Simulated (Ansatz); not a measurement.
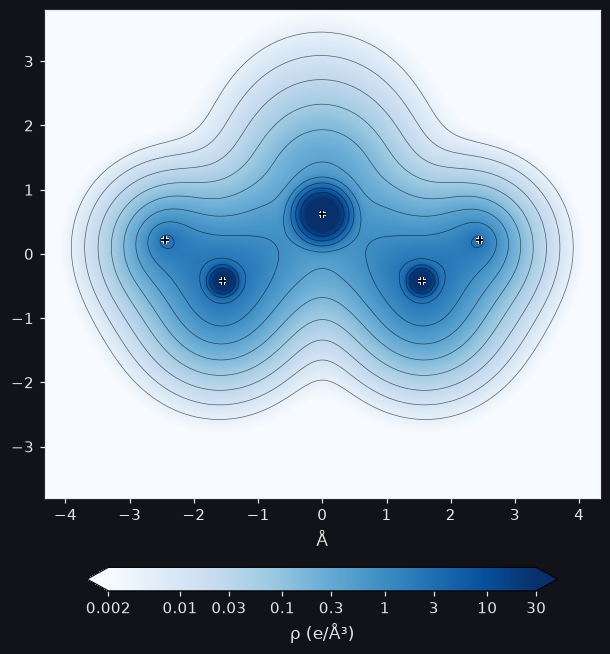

The total electron density on a plane through atoms (crosses mark nuclei in the plane).

Level of theory: isolated molecule in a Gaussian basis; Kohn-Sham density functional theory, functional PBE0 in Ansatz 0.2.0.

Candidates:
A. C5H5NO2 (SMILES C=C(CC#N)C(=O)O)
B. CH3ClGe (SMILES [CH3][Ge][Cl]) (triplet)
C. C2H7BrSi (SMILES C[SiH](C)Br)

Which system is this?

Answer. Candidate C: C2H7BrSi on the plane of atoms Si4, C2 and H10, which holds C, Si and H. C–Si (1.87 Å): the density is about 0.98 e/Å³ at the midpoint. C–H (1.10 Å): the density is about 1.9 e/Å³ at the midpoint.
